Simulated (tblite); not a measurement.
**Geometry relaxation, with input and output: C₂H₁₂OSi₄ (part 3 of 3)**

Continued. System: C₂H₁₂OSi₄, SMILES C[Si]([SiH3])([SiH3])[SiH2]C=O. Method: GFN2-xTB geometry optimisation, gas phase (tblite 0.8.0). It belongs to a series of runs on one base structure; here: H on Si replaced by CHO.

Geometry of the input (Å):
```
C  -0.9678  -1.7728  -0.9161
Si -0.3700  -0.2539  0.0166
Si -0.9205  1.5272  -1.1903
Si -1.4100  -0.0366  1.9957
Si 1.8248  -0.4886  0.2853
C  2.7824  1.0269  -0.1150
O  3.3745  1.0763  -1.2012
H  -0.5240  -2.7063  -0.5343
H  -0.6789  -1.6840  -1.9777
H  -2.0805  -1.7914  -0.8662
H  -1.0577  2.6808  -0.2899
H  -2.2601  1.2608  -1.7695
H  -0.0169  1.7682  -2.2870
H  -0.8932  -1.1471  2.8457
H  -2.8477  -0.1462  1.7640
H  -1.1787  1.2806  2.6020
H  2.2634  -1.5600  -0.6304
H  2.1190  -0.8820  1.6565
H  2.8321  1.8576  0.6044
```

Trajectory as extended XYZ, continued
```
19
Properties=species:S:1:pos:R:3:forces:R:3 step=160 energy=-579.58038
C    -1.0854   -1.8418   -0.8453   -0.0020  -0.0250   0.0120
Si   -0.3888   -0.2564   -0.0051    0.0340  -0.0290  -0.0130
Si   -0.6949    1.5542   -1.4836    0.0080  -0.0250   0.0270
Si   -1.4618   -0.1026    2.0793    0.0320   0.0030  -0.0600
Si    1.9041   -0.6467    0.2620    0.0120   0.0360   0.0030
C     2.5330    1.1553    0.0897    0.0020   0.0140  -0.0600
O     1.8992    1.9957   -0.5088   -0.0180  -0.0120   0.0140
H    -0.9952   -2.7145   -0.2050    0.0140  -0.0110   0.0290
H    -0.5713   -2.0703   -1.7751   -0.0240   0.0290  -0.0020
H    -2.1404   -1.7213   -1.0742    0.0090   0.0080  -0.0200
H    -0.6188    2.8518   -0.8244   -0.0250   0.0010   0.0160
H    -2.0775    1.4427   -1.9899   -0.0080   0.0220  -0.0210
H     0.1572    1.5308   -2.6725    0.0040  -0.0240   0.0400
H    -1.1367   -1.1835    3.0199    0.0030   0.0180  -0.0280
H    -2.9206   -0.1184    1.9447   -0.0060   0.0200   0.0250
H    -1.0928    1.1464    2.7516   -0.0250  -0.0030   0.0150
H     2.6291   -1.3513   -0.8069    0.0060   0.0220   0.0070
H     2.5548   -1.1219    1.4922   -0.0270  -0.0040   0.0010
H     3.4972    1.4608    0.5440    0.0100  -0.0410   0.0150
19
Properties=species:S:1:pos:R:3:forces:R:3 step=169 energy=-579.58758
C    -1.1050   -1.8345   -0.8486   -0.0060  -0.0560   0.0050
Si   -0.3845   -0.2607   -0.0118    0.0000   0.0050  -0.0170
Si   -0.7017    1.5434   -1.4831    0.0330  -0.0150   0.0110
Si   -1.4547   -0.0902    2.0639    0.0140   0.0080   0.0100
Si    1.9041   -0.6444    0.2733   -0.0200   0.0060  -0.0050
C     2.5430    1.1512    0.0741    0.0370   0.0840  -0.0110
O     1.8751    2.0265   -0.4300    0.0410  -0.0900   0.0510
H    -0.9463   -2.7212   -0.2407    0.0110  -0.0120  -0.0160
H    -0.6565   -2.0174   -1.8221   -0.0210  -0.0030   0.0340
H    -2.1775   -1.7366   -0.9970    0.0360   0.0190  -0.0110
H    -0.7196    2.8309   -0.8014   -0.0050   0.0170   0.0030
H    -2.0356    1.3879   -2.0905   -0.0390   0.0170  -0.0200
H     0.2317    1.5510   -2.6077    0.0120   0.0100   0.0050
H    -1.1249   -1.1742    2.9938    0.0090  -0.0480   0.0150
H    -2.9142   -0.0971    1.9515   -0.0290   0.0170   0.0030
H    -1.0796    1.1424    2.7584   -0.0090   0.0420   0.0030
H     2.6553   -1.3699   -0.7613    0.0230  -0.0020  -0.0020
H     2.5206   -1.0898    1.5337   -0.0240   0.0100  -0.0290
H     3.5606    1.4119    0.4380   -0.0610  -0.0090  -0.0290
19
Properties=species:S:1:pos:R:3:forces:R:3 step=178 energy=-579.59011
C    -1.1041   -1.8433   -0.8436    0.0030   0.0100   0.0030
Si   -0.3843   -0.2615   -0.0179   -0.0030  -0.0060  -0.0110
Si   -0.7140    1.5428   -1.4866    0.0130   0.0060   0.0070
Si   -1.4499   -0.0792    2.0627    0.0080  -0.0020  -0.0090
Si    1.9036   -0.6479    0.2631   -0.0030  -0.0050  -0.0140
C     2.5526    1.1453    0.0769    0.0060   0.0000   0.0000
O     1.8690    2.0307   -0.3836   -0.0010   0.0080   0.0050
H    -0.9160   -2.7372   -0.2554   -0.0010   0.0060   0.0050
H    -0.6860   -2.0073   -1.8330   -0.0020  -0.0100   0.0060
H    -2.1802   -1.7494   -0.9579    0.0010  -0.0180  -0.0110
H    -0.7499    2.8286   -0.7994   -0.0010  -0.0060  -0.0010
H    -2.0370    1.3899   -2.1217   -0.0030   0.0030  -0.0020
H     0.2429    1.5679   -2.5918    0.0040   0.0080   0.0030
H    -1.1206   -1.1769    2.9795   -0.0050   0.0010   0.0120
H    -2.9103   -0.0759    1.9470   -0.0130   0.0010   0.0080
H    -1.0802    1.1570    2.7559    0.0050   0.0040   0.0030
H     2.6818   -1.3818   -0.7468    0.0040   0.0060   0.0010
H     2.4903   -1.0861    1.5381   -0.0030  -0.0080   0.0050
H     3.5825    1.3936    0.4069   -0.0100   0.0020  -0.0100
19
Properties=species:S:1:pos:R:3:forces:R:3 step=187 energy=-579.59097
C    -1.1100   -1.8488   -0.8426    0.0160   0.0160   0.0110
Si   -0.3890   -0.2638   -0.0234   -0.0070   0.0090  -0.0010
Si   -0.7073    1.5455   -1.4909    0.0130  -0.0010   0.0160
Si   -1.4485   -0.0787    2.0644    0.0040   0.0010  -0.0100
Si    1.9005   -0.6504    0.2560   -0.0040   0.0060  -0.0110
C     2.5460    1.1454    0.0726    0.0050  -0.0080   0.0070
O     1.8531    2.0376   -0.3603   -0.0060  -0.0010   0.0040
H    -0.9119   -2.7367   -0.2486   -0.0160  -0.0070  -0.0040
H    -0.6943   -2.0160   -1.8321    0.0040  -0.0110   0.0000
H    -2.1869   -1.7631   -0.9546    0.0040  -0.0100   0.0020
H    -0.7642    2.8271   -0.7985    0.0000   0.0010   0.0090
H    -2.0182    1.3903   -2.1490   -0.0060  -0.0050  -0.0100
H     0.2697    1.5877   -2.5782   -0.0020  -0.0010   0.0020
H    -1.1243   -1.1750    2.9856   -0.0010   0.0010  -0.0050
H    -2.9104   -0.0673    1.9580   -0.0020  -0.0020  -0.0020
H    -1.0740    1.1551    2.7597    0.0120   0.0050  -0.0070
H     2.7012   -1.3799   -0.7399   -0.0100   0.0030  -0.0060
H     2.4741   -1.0878    1.5374   -0.0010   0.0030   0.0080
H     3.5846    1.3882    0.3771   -0.0020   0.0000  -0.0020
19
Properties=species:S:1:pos:R:3:forces:R:3 step=196 energy=-579.59172
C    -1.1049   -1.8619   -0.8412    0.0010   0.0090   0.0050
Si   -0.3932   -0.2690   -0.0299   -0.0060  -0.0010  -0.0040
Si   -0.7051    1.5508   -1.4846    0.0010  -0.0100   0.0020
Si   -1.4463   -0.0699    2.0586   -0.0010  -0.0020  -0.0030
Si    1.8949   -0.6536    0.2467    0.0000   0.0040   0.0010
C     2.5369    1.1441    0.0749    0.0010   0.0000   0.0030
O     1.8394    2.0372   -0.3486    0.0030   0.0040   0.0070
H    -0.9135   -2.7449   -0.2378   -0.0030   0.0000   0.0010
H    -0.6794   -2.0387   -1.8250    0.0010  -0.0050   0.0020
H    -2.1807   -1.7799   -0.9642   -0.0050   0.0000  -0.0050
H    -0.7676    2.8227   -0.7737   -0.0080  -0.0070  -0.0080
H    -2.0091    1.3964   -2.1575   -0.0060   0.0060   0.0040
H     0.2763    1.6034   -2.5674    0.0050   0.0050   0.0050
H    -1.1296   -1.1617    2.9875    0.0040  -0.0040  -0.0030
H    -2.9088   -0.0509    1.9569    0.0040   0.0080   0.0000
H    -1.0537    1.1650    2.7427   -0.0010   0.0010  -0.0080
H     2.7011   -1.3731   -0.7516   -0.0040  -0.0050   0.0000
H     2.4571   -1.0948    1.5316    0.0150  -0.0010   0.0020
H     3.5764    1.3879    0.3755   -0.0040   0.0000  -0.0010
19
Properties=species:S:1:pos:R:3:forces:R:3 step=205 energy=-579.59224
C    -1.1047   -1.8722   -0.8426    0.0010   0.0110   0.0060
Si   -0.3956   -0.2765   -0.0348   -0.0050  -0.0010   0.0040
Si   -0.7037    1.5484   -1.4827   -0.0020   0.0000   0.0000
Si   -1.4441   -0.0640    2.0536    0.0000   0.0030  -0.0060
Si    1.8924   -0.6559    0.2480    0.0040   0.0080  -0.0070
C     2.5295    1.1442    0.0804   -0.0060   0.0110  -0.0010
O     1.8263    2.0396   -0.3294    0.0140  -0.0130   0.0110
H    -0.9203   -2.7514   -0.2314    0.0010  -0.0010  -0.0030
H    -0.6706   -2.0554   -1.8214    0.0000  -0.0100   0.0010
H    -2.1793   -1.7898   -0.9754   -0.0040   0.0040  -0.0050
H    -0.7832    2.8124   -0.7607   -0.0030   0.0050   0.0030
H    -2.0028    1.3980   -2.1657   -0.0020  -0.0050  -0.0080
H     0.2898    1.6212   -2.5530   -0.0050  -0.0020   0.0000
H    -1.1306   -1.1539    2.9861   -0.0030   0.0050  -0.0020
H    -2.9063   -0.0281    1.9578    0.0000  -0.0020   0.0020
H    -1.0374    1.1745    2.7225    0.0020  -0.0030   0.0040
H     2.6927   -1.3704   -0.7581    0.0060  -0.0080  -0.0020
H     2.4664   -1.0987    1.5274    0.0070  -0.0030   0.0000
H     3.5717    1.3874    0.3717   -0.0050   0.0010   0.0010
19
Properties=species:S:1:pos:R:3:forces:R:3 step=214 energy=-579.59254
C    -1.1063   -1.8754   -0.8411    0.0020   0.0080   0.0030
Si   -0.3949   -0.2781   -0.0378   -0.0020   0.0000  -0.0010
Si   -0.7065    1.5473   -1.4855   -0.0040  -0.0060  -0.0010
Si   -1.4424   -0.0596    2.0504    0.0020   0.0000   0.0010
Si    1.8950   -0.6575    0.2431   -0.0010   0.0070  -0.0060
C     2.5272    1.1459    0.0873    0.0040  -0.0060   0.0050
O     1.8154    2.0444   -0.2994    0.0000   0.0020  -0.0030
H    -0.9303   -2.7512   -0.2226   -0.0040  -0.0010   0.0020
H    -0.6676   -2.0698   -1.8156    0.0080   0.0010  -0.0010
H    -2.1794   -1.7880   -0.9825   -0.0060   0.0020   0.0030
H    -0.7936    2.8100   -0.7616   -0.0040   0.0000  -0.0030
H    -1.9980    1.3965   -2.1836    0.0050  -0.0070   0.0020
H     0.2970    1.6218   -2.5467   -0.0010   0.0040   0.0010
H    -1.1343   -1.1497    2.9840    0.0000  -0.0030  -0.0010
H    -2.9048   -0.0173    1.9595    0.0010   0.0020  -0.0030
H    -1.0265    1.1752    2.7200    0.0000   0.0030   0.0020
H     2.6934   -1.3733   -0.7642    0.0040   0.0050  -0.0010
H     2.4746   -1.1012    1.5200   -0.0010  -0.0050   0.0010
H     3.5722    1.3892    0.3687   -0.0040  -0.0050   0.0010
```

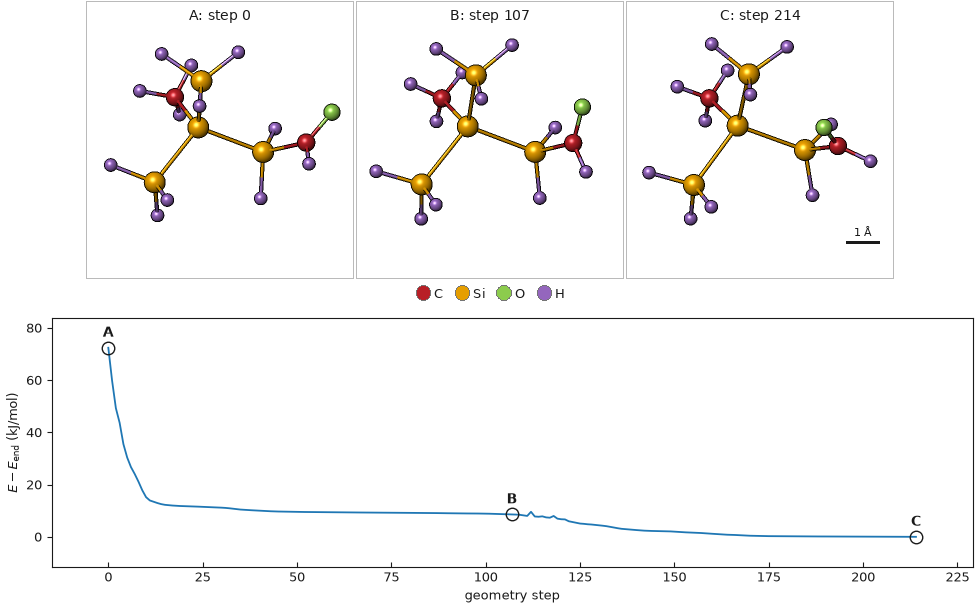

Frames of the relaxation (ball-and-stick view, seen at a tilt) above the curves, on which the letters mark them (steps are counted from 0).

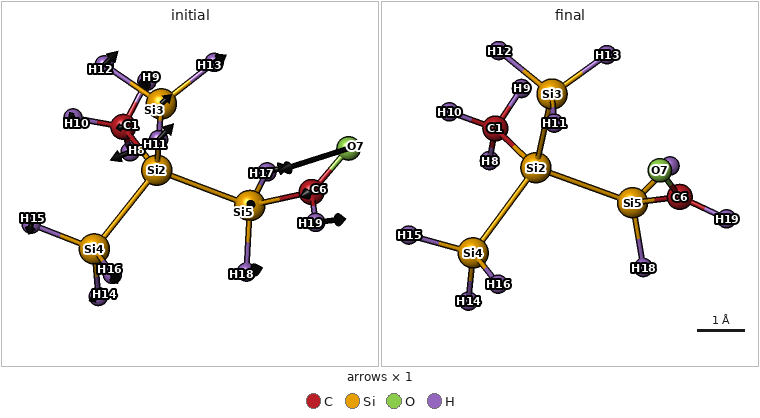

Before (left) and after (right) the relaxation, at one scale (ball-and-stick view, seen at a tilt). The black arrows give the displacements, at true length. After 214 geometry steps the energy has fallen by 72.4 kJ/mol. The largest force component goes from 1.9 to 0.008 eV/Å. The atom that moves furthest after the best rigid fit is O7 (2.07 Å). Largest moves by element: O 2.07 Å, H 0.91 Å, C 0.34 Å, Si 0.31 Å. Distances before and after: Si2–Si3 2.221 → 2.351 Å, Si2–Si5 2.224 → 2.338 Å, Si2–Si4 2.246 → 2.346 Å, Si5–C6 1.837 → 1.917 Å. Among the angles that change: Si2–Si5–H17 107.2° → 121.9°, Si2–Si5–C6 113.7° → 99.2°, Si2–Si5–H18 110.0° → 122.6°. (Atoms are counted from 1 in the order of the input.)
